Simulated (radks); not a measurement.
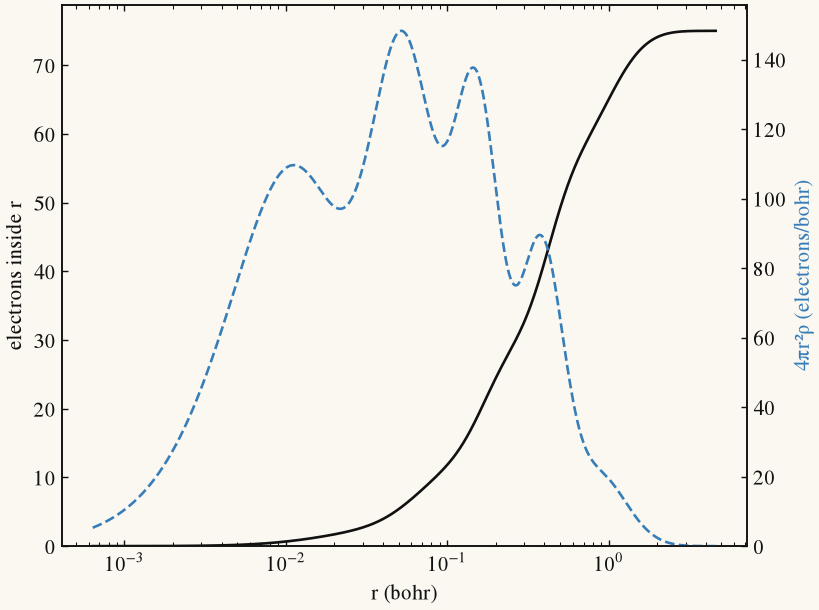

System: the Au⁴⁺ ion, configuration [Xe] 4f14 5d7 (high spin). All numbers are computed, not measured: scalar-relativistic Kohn-Sham, BLYP, spin-polarised, spherical densities, point nucleus (the in-house radial solver radks).

```
Z 79
configuration [Xe] 4f14 5d7
relativity scalar-relativistic
functional b88,lyp
spin polarised
nucleus point
c 137.035999084
```

The run was one of a batch (task.json lists them), launched with:
```bash
python run_ks.py task.json out
```

The plot shows the number of electrons inside radius r (solid) and the radial density 4πr²ρ (dashed).

### Read the plot.

The count levels off at 75 electrons. Half of them lie within 0.358 bohr, 90 % within 1.14 bohr and 99 % within 2.08 bohr. The radial density has minima at 0.0217, 0.0930 and 0.265 bohr, where the count stands at 1.9, 11.0 and 29.9; these part the shells that the density resolves.
